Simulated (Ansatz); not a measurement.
# SiPH2 (quartet): correlated methods under varied settings

Aim: run SiPH2 (quartet) at one geometry under a spread of methods and options, and see what each costs and gives.

Program: Ansatz 0.2.0, Gaussian basis. Level of theory: the settings change from run to run. These are calculated values, not measurements.

21 further runs of the same task are left out: 2 for a known fault of the program, 4 that didn't finish, 15 set aside as unsound or not needed.

### 1 What is computed

The geometry is a PBE0/def2-TZVP stationary point (not a proven minimum) of the parent state, kept for this charge and spin.

4 atoms, charge 0, spin multiplicity 4.

Atoms are counted from 1 here; the program's logs count them from 0.

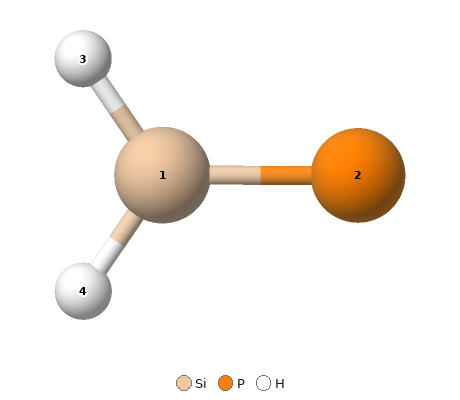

The structure; silicon light orange, phosphorus orange, hydrogen white; atoms are numbered from 1 in the order of the file.

### 2 HF/def2-SVP

in.yaml reads:

```yaml
crystal:
  periodic: [false, false, false]
  atoms:
    - {symbol: Si, position_ang: [0.000000, 0.000000, 1.016675]}
    - {symbol: P, position_ang: [0.000000, 0.000000, -1.042393]}
    - {symbol: H, position_ang: [0.000000, 1.227985, 1.851803]}
    - {symbol: H, position_ang: [0.000000, -1.227985, 1.851803]}
basis:
  gaussian: {orbitals: def2-SVP}
magnetization: {spin_polarized: true, initial_magnetization: 3}
hamiltonian: {xc: hf}
output: {orbitals: {seedname: orbitals}}
```

Command:

```bash
$ ansatz run in.yaml --threads 1 --pin off --events-out ev --progress --plain --max-ram 2393MiB
```

The program printed:

```text
Functional definition: HF
  name "HF"
  cite "Fock, Z. Phys. 61, 126 (1930) doi:10.1007/BF01340294"
  parent pbe
  exchange = exact_x
  correlation = 0
428 factors; integrals over basis functions are off by at most 1.2e-3 eV
mean field evaluation 1: about -17156.6672 eV, gradient 8.1e0 eV
mean field evaluation 2: about -17156.6688 eV, gradient 8.1e0 eV
mean field evaluation 4: about -17157.5535 eV, gradient 1.0e0 eV
mean field evaluation 8: about -17157.5778 eV, gradient 4.6e-2 eV
mean field -17157.57780100 eV, -630.5293543626 hartree, gradient 8.5e-5 eV, S^2 3.783212; 0 other end points of the search recorded, 0 dependent functions left out
reference -17157.57780100 eV, -630.5293543626 hartree; 17, 14 occupied and 29, 32 virtual orbitals, 428 factors
Total energy: -17157.57780100 eV, -630.5293543626 hartree
```

Run time: 0.3 s. Hardware: 1 thread of Arm Neoverse V1, shared host.

From the report: ⟨S²⟩ of the determinant 3.783 (pure quartet: 3.75).

### 3 CCSD on UHF/6-31G*

in.yaml, as its differences from that of step 2:

```diff
@@ -8,5 +8,5 @@
 basis:
-  gaussian: {orbitals: def2-SVP}
+  gaussian: {orbitals: "6-31G*"}
 magnetization: {spin_polarized: true, initial_magnetization: 3}
-hamiltonian: {xc: hf}
-output: {orbitals: {seedname: orbitals}}
+correlation: {method: ccsd, electrons: valence}
+accuracy: high
```

The command is unchanged.

The program printed, shortened:

```text
Functional definition: HF
  name "HF"
  cite "Fock, Z. Phys. 61, 126 (1930) doi:10.1007/BF01340294"
  parent pbe
[...]
778 factors; integrals over basis functions are off by at most 4.1e-9 eV
[...]
mean field -17162.09673807 eV, -630.6954222372 hartree, gradient 2.6e-8 eV, S^2 3.782753; 2 other end points of the search recorded, 0 dependent functions left out
determinant -17162.09673807 eV, -630.6954222372 hartree, with singles and doubles -17166.72179057 eV, -630.8653897815 hartree
determinant -17159.82813030 eV, -630.6120524393 hartree, with singles and doubles -17164.66228720 eV, -630.7897044286 hartree
determinant -17159.52004465 eV, -630.6007305006 hartree, with singles and doubles -17164.17533472 eV, -630.7718092552 hartree
10 core orbitals not correlated: weight in the atoms' cores, before any rotation towards them, 1.000 or more for the frozen orbitals, at most 0.000 for the correlated occupied ones
reference -17162.09673807 eV, -630.6954222372 hartree; 7, 4 occupied and 25, 28 virtual orbitals, 778 factors
second order -3.65268196 eV of doubles, -0.00000000 eV of singles
cycle   1  -4.62503887 eV  change    1.4e-5 eV  update   4.1e-4
[...]
cycle  16  -4.62507333 eV  change   7.5e-10 eV  update   1.0e-9
Total energy: -17166.72181140 eV, -630.8653905471 hartree
```

It took 2.1 s on 1 thread of Arm Neoverse V1, shared host.

From the report: ⟨S²⟩ of the determinant 3.783 (pure quartet: 3.75); correlation -4.6251 eV; T1 0.017; largest double amplitude 0.04.

### 4 CASSCF(3,6)/cc-pVDZ

in.yaml, as its differences from that of step 3:

```diff
@@ -8,5 +8,5 @@
 basis:
-  gaussian: {orbitals: "6-31G*"}
-magnetization: {spin_polarized: true, initial_magnetization: 3}
-correlation: {method: ccsd, electrons: valence}
-accuracy: high
+  gaussian: {orbitals: cc-pVDZ}
+magnetization: {spin_polarized: false, initial_magnetization: 3}
+correlation: {active_space: {window: {electrons: 3, orbitals: 6}}}
+output: {forces: true}
```

Launched as before.

The program printed, shortened:

```text
Functional definition: HF
  name "HF"
  cite "Fock, Z. Phys. 61, 126 (1930) doi:10.1007/BF01340294"
  parent pbe
[...]
461 factors; integrals over basis functions are off by at most 1.3e-3 eV
[...]
mean field -17162.82440019 eV, -630.7221633268 hartree, gradient 6.9e-7 eV, S^2 3.750000; 0 other end points of the search recorded, 0 dependent functions left out
reference -17162.82440019 eV, -630.7221633268 hartree; 17, 14 occupied and 29, 32 virtual orbitals, 461 factors
state -17162.95823981 eV, -630.7270818420 hartree
[...]
Total energy: -17162.95823981 eV, -630.7270818420 hartree
Atom 0 at     0.000000     0.000000     1.016675 Å, force     0.000000    -0.000000     5.574694 eV/Å
Atom 1 at     0.000000     0.000000    -1.042393 Å, force    -0.000000    -0.000000    -4.957268 eV/Å
Atom 2 at     0.000000     1.227985     1.851803 Å, force    -0.000000    -0.011999    -0.308713 eV/Å
Atom 3 at     0.000000    -1.227985     1.851803 Å, force    -0.000000     0.011999    -0.308713 eV/Å
Dipole moment:    -0.000000     0.000000     0.006662 e Å
```

Run time: 2.4 s. Hardware: 1 thread of Arm Neoverse V1, shared host.

From the report: 20 determinants; active occupations 1.00, 1.00, 1.00, 0.00, 0.00, 0.00.

### 5 CCSD on UHF/cc-pVDZ

in.yaml, as its differences from that of step 4:

```diff
@@ -9,4 +9,4 @@
   gaussian: {orbitals: cc-pVDZ}
-magnetization: {spin_polarized: false, initial_magnetization: 3}
-correlation: {active_space: {window: {electrons: 3, orbitals: 6}}}
+magnetization: {spin_polarized: true, initial_magnetization: 3}
+correlation: {method: ccsd, electrons: valence, diis_vectors: 1}
 output: {forces: true}
```

The command is unchanged.

The program printed, shortened:

```text
Functional definition: HF
  name "HF"
  cite "Fock, Z. Phys. 61, 126 (1930) doi:10.1007/BF01340294"
  parent pbe
[...]
461 factors; integrals over basis functions are off by at most 1.3e-3 eV
[...]
mean field -17163.06285481 eV, -630.7309263725 hartree, gradient 2.0e-6 eV, S^2 3.783509; 2 other end points of the search recorded, 0 dependent functions left out
determinant -17163.06285481 eV, -630.7309263725 hartree, with singles and doubles -17168.46195472 eV, -630.9293396344 hartree
determinant -17160.84517452 eV, -630.6494281251 hartree, with singles and doubles -17166.46519040 eV, -630.8559598992 hartree
determinant -17160.51070182 eV, -630.6371364798 hartree, with singles and doubles -17165.96011410 eV, -630.8373986875 hartree
10 core orbitals not correlated: weight in the atoms' cores, before any rotation towards them, 1.000 or more for the frozen orbitals, at most 0.000 for the correlated occupied ones
reference -17163.06285481 eV, -630.7309263725 hartree; 7, 4 occupied and 29, 32 virtual orbitals, 461 factors
second order -4.33196513 eV of doubles, -0.00000000 eV of singles
cycle   1  -5.39911651 eV  change   -1.7e-5 eV  update   4.4e-4
[...]
cycle   9  -5.39917642 eV  change   -1.2e-6 eV  update   6.9e-7
[...]
Total energy: -17168.46203123 eV, -630.9293424461 hartree
Atom 0 at     0.000000     0.000000     1.016675 Å, force     0.000000    -0.000000     5.355387 eV/Å
Atom 1 at     0.000000     0.000000    -1.042393 Å, force    -0.000000    -0.000000    -5.049064 eV/Å
Atom 2 at     0.000000     1.227985     1.851803 Å, force     0.000000     0.113887    -0.153162 eV/Å
Atom 3 at     0.000000    -1.227985     1.851803 Å, force    -0.000000    -0.113887    -0.153162 eV/Å
Dipole moment:    -0.000000     0.000000    -0.019206 e Å
```

Wall time 2.8 s (1 thread of Arm Neoverse V1, shared host).

From the report: ⟨S²⟩ of the determinant 3.784 (pure quartet: 3.75); correlation -5.3992 eV; T1 0.017; largest double amplitude 0.04.

### 6 CCSD/def2-SVPD

in.yaml, as its differences from that of step 5:

```diff
@@ -8,5 +8,7 @@
 basis:
-  gaussian: {orbitals: cc-pVDZ}
+  gaussian: {orbitals: def2-SVPD}
 magnetization: {spin_polarized: true, initial_magnetization: 3}
-correlation: {method: ccsd, electrons: valence, diis_vectors: 1}
+hamiltonian: {xc: {name: PBE}, pseudopotentials: {relativity: scalar}}
+correlation: {method: ccsd, electrons: valence}
+scf: {omitted_lower_state_checks: [cluster_reference]}
 output: {forces: true}
```

Launched as before.

The program printed, shortened:

```text
Functional definition: PBE
  name "PBE"
  cite "Perdew, Burke & Ernzerhof, Phys. Rev. Lett. 77, 3865 (1996) doi:10.1103/PhysRevLett.77.3865"
  parent pbe
[...]
603 factors; integrals over basis functions are off by at most 1.2e-3 eV
[...]
mean field -17215.71399551 eV, -632.6658201048 hartree, gradient 1.2e-6 eV, S^2 3.759044; 0 other end points of the search recorded, 0 dependent functions left out
10 core orbitals not correlated: weight in the atoms' cores, before any rotation towards them, 1.000 or more for the frozen orbitals, at most 0.000 for the correlated occupied ones
reference -17191.91220526 eV, -631.7911204467 hartree; 7, 4 occupied and 47, 50 virtual orbitals, 603 factors
second order -4.89271204 eV of doubles, -0.27007782 eV of singles
cycle   1  -5.78813950 eV  change   -6.3e-1 eV  update   6.3e-2
[...]
cycle  12  -6.04096346 eV  change    3.0e-7 eV  update   1.1e-6
[...]
Total energy: -17197.95316872 eV, -632.0131217591 hartree
Relativity: scalar
Atom 0 at     0.000000     0.000000     1.016675 Å, force     0.000000     0.000000     5.187855 eV/Å
Atom 1 at     0.000000     0.000000    -1.042393 Å, force    -0.000000    -0.000000    -4.728879 eV/Å
Atom 2 at     0.000000     1.227985     1.851803 Å, force    -0.000000     0.020505    -0.229488 eV/Å
Atom 3 at     0.000000    -1.227985     1.851803 Å, force    -0.000000    -0.020505    -0.229488 eV/Å
Dipole moment:     0.000000     0.000000    -0.049865 e Å
Checks for a lower state left out: cluster_reference
```

It took 8.5 s on 1 thread of Arm Neoverse V1, shared host.

From the report: ⟨S²⟩ of the determinant 3.759 (pure quartet: 3.75); correlation -6.0410 eV; T1 0.022; largest double amplitude 0.03. The orbitals are Kohn-Sham ones, so correlation energy and T1 don't compare with those on Hartree-Fock orbitals.

### 7 MRCISD+Q(relaxed)(7,6)/6-31G

in.yaml reads:

```yaml
crystal:
  periodic: [false, false, false]
  atoms:
    - {symbol: Si, position_ang: [0.000000, 0.000000, 1.016675]}
    - {symbol: P, position_ang: [0.000000, 0.000000, -1.042393]}
    - {symbol: H, position_ang: [0.000000, 1.227985, 1.851803]}
    - {symbol: H, position_ang: [0.000000, -1.227985, 1.851803]}
basis:
  gaussian: {orbitals: 6-31G, fitting: {mean_field: def2-universal-jkfit}}
magnetization: {spin_polarized: false, initial_magnetization: 3}
correlation: {method: fic_mrcisd_q_relaxed, electrons: outside_noble_gas, active_space: {window: {electrons: 7, orbitals: 6}, states: [{multiplicity: 4, weights: [1, 1, 1]}]}}
scf: {lower_state_search: light}
```

Launched as before.

The program printed, shortened:

```text
Functional definition: HF
  name "HF"
  cite "Fock, Z. Phys. 61, 126 (1930) doi:10.1007/BF01340294"
  parent pbe
[...]
292 factors; integrals over basis functions are off by at most 8.1e-2 eV
[...]
mean field -17160.32720801 eV, -630.6303932067 hartree, gradient 7.4e-7 eV, S^2 3.750000; 0 other end points of the search recorded, 0 dependent functions left out
reference -17160.32720801 eV, -630.6303932067 hartree; 17, 14 occupied and 13, 16 virtual orbitals, 292 factors
state -17160.76865475 eV, -630.6466160753 hartree
state -17158.71495791 eV, -630.5711441085 hartree
state -17158.26114451 eV, -630.5544667736 hartree
contracted CI cycle   1: correlation -0.00000000 eV, -0.0000000000 hartree, residual 8.91e0 eV
contracted CI cycle   2: correlation -1.91910841 eV, -0.0705259333 hartree, residual 1.83e0 eV
[...]
contracted CI cycle  34: correlation -2.03477180 eV, -0.0747764846 hartree, residual 3.94e-3 eV
contracted CI cycle  35: correlation -2.03477193 eV, -0.0747764893 hartree, residual 2.69e-3 eV
contracted CI cycle  36: correlation -2.03477180 eV, -0.0747764843 hartree, residual 4.61e-3 eV
contracted CI cycle  37: correlation -2.03477200 eV, -0.0747764918 hartree, residual 2.48e-3 eV
contracted CI cycle  38: correlation -2.03477209 eV, -0.0747764952 hartree, residual 3.04e-3 eV
contracted CI cycle  39: correlation -2.03477204 eV, -0.0747764934 hartree, residual 1.76e-3 eV
contracted CI cycle  40: correlation -2.03477207 eV, -0.0747764943 hartree, residual 1.72e-3 eV
contracted CI cycle  41: correlation -2.03477266 eV, -0.0747765162 hartree, residual 3.19e-2 eV
contracted CI cycle  42: correlation -2.03477209 eV, -0.0747764951 hartree, residual 9.72e-4 eV
state -17158.26114451 eV, -630.5544667736 hartree; corrected -17160.42867051 eV, -630.6341218851 hartree
Total energy: -17161.45547581 eV, -630.6718562839 hartree
```

Wall time 2.2 s (1 thread of Arm Neoverse V1, shared host).

From the report: 44 determinants; active occupations (of the averaged states) 1.97, 1.33, 1.33, 1.33, 1.00, 0.03.

### 8 MRCISD+Q(relaxed)(5,7)/STO-3G

in.yaml reads:

```yaml
crystal:
  periodic: [false, false, false]
  atoms:
    - {symbol: Si, position_ang: [0.000000, 0.000000, 1.016675]}
    - {symbol: P, position_ang: [0.000000, 0.000000, -1.042393]}
    - {symbol: H, position_ang: [0.000000, 1.227985, 1.851803]}
    - {symbol: H, position_ang: [0.000000, -1.227985, 1.851803]}
basis:
  gaussian: {orbitals: STO-3G}
magnetization: {spin_polarized: false, initial_magnetization: 3}
correlation: {method: fic_mrcisd_q_relaxed, electrons: outside_noble_gas, active_space: {window: {electrons: 5, orbitals: 7}}}
```

Same command.

The program printed, shortened:

```text
Functional definition: HF
  name "HF"
  cite "Fock, Z. Phys. 61, 126 (1930) doi:10.1007/BF01340294"
  parent pbe
[...]
212 factors; integrals over basis functions are off by at most 2.5e-5 eV
[...]
mean field -16967.59925788 eV, -623.5477716754 hartree, gradient 2.1e-6 eV, S^2 3.750000; 0 other end points of the search recorded, 0 dependent functions left out
reference -16967.59925788 eV, -623.5477716754 hartree; 17, 14 occupied and 3, 6 virtual orbitals, 212 factors
state -16968.13704476 eV, -623.5675349786 hartree
contracted CI cycle   1: correlation -0.00000000 eV, -0.0000000000 hartree, residual 5.97e0 eV
contracted CI cycle   2: correlation -1.04748480 eV, -0.0384943562 hartree, residual 1.50e0 eV
contracted CI cycle   3: correlation -1.11434421 eV, -0.0409513943 hartree, residual 4.17e-1 eV
[...]
contracted CI cycle   2: correlation -1.15043390 eV, -0.0422776661 hartree, residual 1.51e0 eV
contracted CI cycle   3: correlation -1.21315894 eV, -0.0445827688 hartree, residual 3.34e-1 eV
contracted CI cycle   4: correlation -1.21622990 eV, -0.0446956245 hartree, residual 1.09e-1 eV
contracted CI cycle   5: correlation -1.21661187 eV, -0.0447096617 hartree, residual 3.94e-2 eV
contracted CI cycle   6: correlation -1.21666849 eV, -0.0447117424 hartree, residual 1.62e-2 eV
contracted CI cycle   7: correlation -1.21667640 eV, -0.0447120331 hartree, residual 6.12e-3 eV
contracted CI cycle   8: correlation -1.21667738 eV, -0.0447120688 hartree, residual 2.05e-3 eV
contracted CI cycle   9: correlation -1.21667748 eV, -0.0447120727 hartree, residual 6.80e-4 eV
state -16968.03812346 eV, -623.5638996880 hartree; corrected -16969.30468843 eV, -623.6104450920 hartree
state -16968.13704476 eV, -623.5675349786 hartree; corrected -16969.30553969 eV, -623.6104763753 hartree
Total energy: -16969.30553969 eV, -623.6104763753 hartree
```

It took 1.3 s on 1 thread of Arm Neoverse V1, shared host.

From the report: 115 determinants; active occupations 1.97, 1.00, 1.00, 1.00, 0.03, 0.00, 0.00.

### 9 NEVPT2(9,7)/6-31G*

in.yaml reads:

```yaml
crystal:
  periodic: [false, false, false]
  atoms:
    - {symbol: Si, position_ang: [0.000000, 0.000000, 1.016675]}
    - {symbol: P, position_ang: [0.000000, 0.000000, -1.042393]}
    - {symbol: H, position_ang: [0.000000, 1.227985, 1.851803]}
    - {symbol: H, position_ang: [0.000000, -1.227985, 1.851803]}
basis:
  gaussian: {orbitals: "6-31G*"}
magnetization: {spin_polarized: false, initial_magnetization: 3}
correlation: {method: sc_nevpt2, electrons: outside_noble_gas, active_space: {window: {electrons: 9, orbitals: 7}, states: [{multiplicity: 4, weights: [1, 1]}, {multiplicity: 6, weights: [1]}]}}
scf: {lower_state_search: off}
output: {forces: true}
```

Launched as before.

The program printed, shortened:

```text
Functional definition: HF
  name "HF"
  cite "Fock, Z. Phys. 61, 126 (1930) doi:10.1007/BF01340294"
  parent pbe
[...]
722 factors; integrals over basis functions are off by at most 1.4e-7 eV
[...]
mean field -17161.86371177 eV, -630.6868586784 hartree, gradient 1.7e-6 eV, S^2 3.750000; 0 other end points of the search recorded, 0 dependent functions left out
reference -17161.86371177 eV, -630.6868586784 hartree; 17, 14 occupied and 25, 28 virtual orbitals, 722 factors
state -17162.11093525 eV, -630.6959439740 hartree
state -17160.00013349 eV, -630.6183734400 hartree
state -17162.11093525 eV, -630.6959439740 hartree; corrected -17165.73324894 eV, -630.8290615467 hartree
state -17160.00013349 eV, -630.6183734400 hartree; corrected -17163.71269001 eV, -630.7548073757 hartree
state -17155.83651670 eV, -630.4653633451 hartree
state -17155.83651670 eV, -630.4653633451 hartree; corrected -17159.35280178 eV, -630.5945844384 hartree
[...]
Total energy: -17162.93291358 eV, -630.7261511202 hartree
Atom 0 at     0.000000     0.000000     1.016675 Å, force    -0.000000    -0.000000     6.091052 eV/Å
Atom 1 at     0.000000     0.000000    -1.042393 Å, force     0.000000    -0.000000    -5.958765 eV/Å
Atom 2 at     0.000000     1.227985     1.851803 Å, force     0.000000     0.310569    -0.066143 eV/Å
Atom 3 at     0.000000    -1.227985     1.851803 Å, force     0.000000    -0.310569    -0.066144 eV/Å
Dipole moment:     0.000000     0.000000    -0.237457 e Å
Checks for a lower state left out: stability, starts, cluster_reference, orbital_swaps, neighbouring_geometries, increment
```

Wall time 2.6 s (1 thread of Arm Neoverse V1, shared host).

From the report: 63 determinants; active occupations (of the averaged states) 2.00, 1.99, 1.33, 1.32, 1.00, 1.00, 0.36.

### 10 CCSDT/STO-3G

in.yaml reads:

```yaml
crystal:
  periodic: [false, false, false]
  atoms:
    - {symbol: Si, position_ang: [0.000000, 0.000000, 1.016675]}
    - {symbol: P, position_ang: [0.000000, 0.000000, -1.042393]}
    - {symbol: H, position_ang: [0.000000, 1.227985, 1.851803]}
    - {symbol: H, position_ang: [0.000000, -1.227985, 1.851803]}
basis:
  gaussian: {orbitals: STO-3G}
magnetization: {spin_polarized: false, initial_magnetization: 3}
hamiltonian: {xc: {name: r2SCAN}}
correlation: {method: ccsdt, electrons: all, diis_vectors: 1}
```

Same command.

The program printed, shortened:

```text
Functional definition: r2SCAN
  name "r2SCAN"
  cite "Furness, Kaplan, Ning, Perdew & Sun, J. Phys. Chem. Lett. 11, 8208 (2020) doi:10.1021/acs.jpclett.0c02405"
  cite "Furness, Kaplan, Ning, Perdew & Sun, J. Phys. Chem. Lett. 11, 9248 (2020) doi:10.1021/acs.jpclett.0c03077"
  parent r2scan
[...]
335 factors; integrals over basis functions are off by at most 2.6e-8 eV
[...]
mean field -16995.96563560 eV, -624.5902168291 hartree, gradient 2.4e-7 eV, S^2 3.750000; 0 other end points of the search recorded, 0 dependent functions left out
[...]
reference -16967.42325787 eV, -623.5413037942 hartree; 17, 14 occupied and 3, 6 virtual orbitals, 335 factors
second order -1.17171560 eV of doubles, -0.19894547 eV of singles
cycle   1  -1.69888900 eV  change   -3.3e-1 eV  update   5.5e-2
[...]
cycle  19  -1.95851498 eV  change   -5.2e-7 eV  update   2.3e-6
Total energy: -16969.38177285 eV, -623.6132778921 hartree
```

Run time: 5.5 s. Hardware: 1 thread of Arm Neoverse V1, shared host.

From the report: correlation -1.9585 eV; T1 0.012; largest double amplitude 0.07. The orbitals are Kohn-Sham ones, so correlation energy and T1 don't compare with those on Hartree-Fock orbitals.

### 11 The runs in one table

Where basis and cores are those of an earlier UCCSDT(Q)/cc-pVDZ run (-17168.6416 eV), and the state is the same kind, the miss against it is given.

| level | correlated | functions | energy (eV) | from UCCSDT(Q) (meV) | time |
| --- | --- | --- | --- | --- | --- |
| HF/def2-SVP |  | 46 | -17157.5778 |  | 0.3 s |
| CCSD on UHF/6-31G* | valence | 42 | -17166.7218 |  | 2.1 s |
| CASSCF(3,6)/cc-pVDZ |  | 46 | -17162.9582 | 5683.3 | 2.4 s |
| CCSD on UHF/cc-pVDZ | valence | 46 | -17168.4620 | 179.5 | 2.8 s |
| CCSD/def2-SVPD (on PBE orbitals, relativity set) | valence | 64 | -17197.9532 |  | 8.5 s |
| MRCISD+Q(relaxed)(7,6)/6-31G (mean of several states) | outside noble gas | 30 | -17161.4555 |  | 2.2 s |
| MRCISD+Q(relaxed)(5,7)/STO-3G | outside noble gas | 20 | -16969.3055 |  | 1.3 s |
| NEVPT2(9,7)/6-31G* (mean of several states) | outside noble gas | 42 | -17162.9329 |  | 2.6 s |
| CCSDT/STO-3G (on r2SCAN orbitals) | all | 20 | -16969.3818 |  | 5.5 s |

### 12 Outcome

| quantity | value |
| --- | --- |
| runs | 9 |
| quickest | HF/def2-SVP, 0.3 s |
| slowest | CCSD/def2-SVPD (on PBE orbitals, relativity set), 8.5 s |

What this shows: Total energies in different bases, with other cores or another treatment of relativity can't be set against each other. CCSD/def2-SVPD (on PBE orbitals, relativity set) took 28 times as long as HF/def2-SVP; the jobs differ in more than the method. Hartree-Fock, CASSCF and CASCI lack dynamic correlation by design.
